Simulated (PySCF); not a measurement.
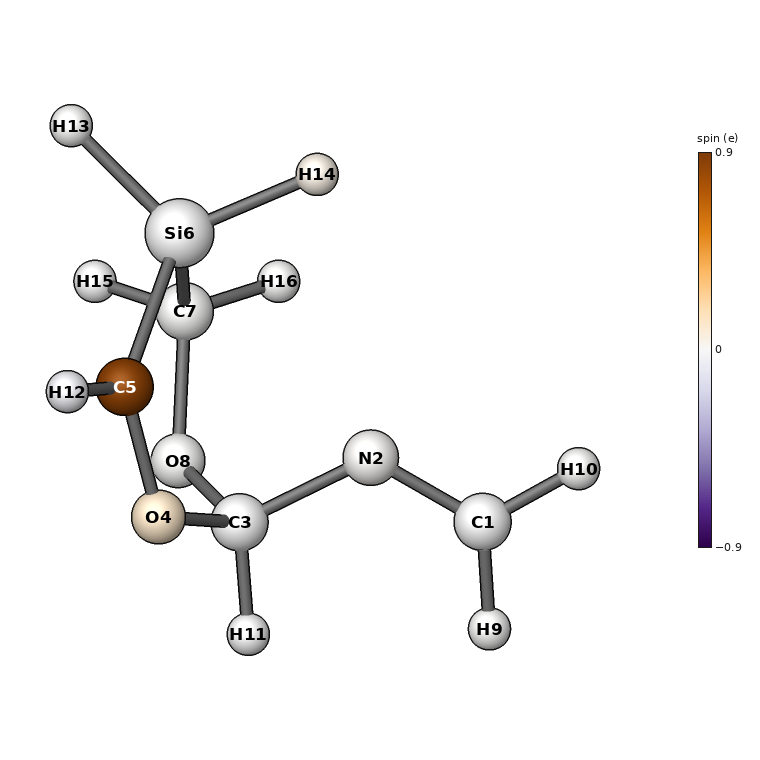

Atoms are coloured by their Mulliken spin populations. State: neutral, doublet. The computed structure is the end point of a GFN2-xTB optimisation. No frequency run is at hand to confirm it as a minimum. Method: UKS B3LYP, pcH-1 on C H N O Si, non-relativistic (PySCF 2.14.0).

List the Mulliken spin populations.

```
atom  value (e)
  C1       0.00
  N2       0.01
  C3      −0.01
  O4       0.12
  C5       0.85
 Si6      −0.01
  C7       0.01
  O8       0.00
  H9       0.00
 H10       0.00
 H11       0.00
 H12      −0.04
 H13       0.01
 H14       0.05
 H15       0.00
 H16       0.00
```

Mulliken values depend strongly on the basis set. The geometry is semi-empirical. Around Si such bond lengths and angles can be off by a tenth of an ångström or more and by several degrees, and values that hang on the shape move with them.
